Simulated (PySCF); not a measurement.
Input file:

```
{"job": {"kind": "uv", "xc": "PBE0", "basis": "def2-SVPD", "nstates": 8, "ntriplets": 3}, "charge": 0, "multiplicity": 1}
C     -3.116588     0.215987     0.230362
C     -1.740028     0.014739    -0.167948
C     -0.594685    -0.158573    -0.504754
Ge     1.221891    -0.389873    -0.991557
Si     2.652245     0.092500     0.785312
F      3.997342     0.731016     0.171750
H     -3.298470    -0.256584     1.195437
H     -3.786967    -0.222073    -0.508669
H     -3.328083     1.282025     0.312930
H      1.307840    -1.806720    -1.506362
H      1.404105     0.452273    -2.228881
H      2.153940     1.125944     1.683041
H      3.123068    -1.080175     1.511612
```

Command:

```sh
OMP_NUM_THREADS=1 python probes_run.py task.json out
```

Geometry: GFN2-xTB.

These are results of PySCF 2.14.0, PBE0/def2-SVPD, SCF density, gas phase, not measurements.

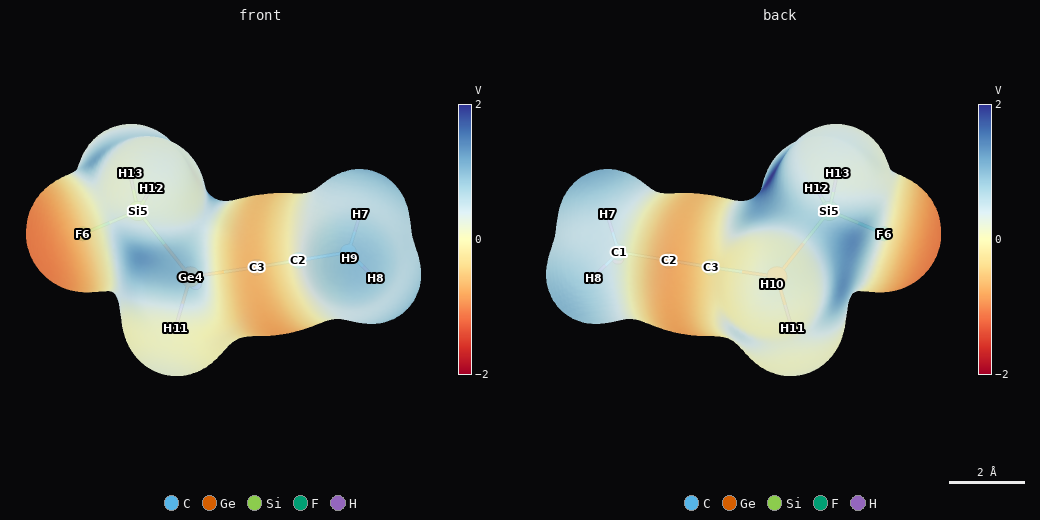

C3H7FGeSi (SMILES CC#[C][GeH2][SiH2]F). The molecular electrostatic potential painted on the density surface at 0.002 e/bohr³, seen from the front and from behind; red is negative and blue positive.

Question: Describe the electrostatic potential map.

Answer: The most negative region (about −1.0 V) lies over F6, the most positive (about +1.8 V) over Si5.

Question: What dipole moment does the calculation give?

Answer: Its dipole moment is 2.45 D.
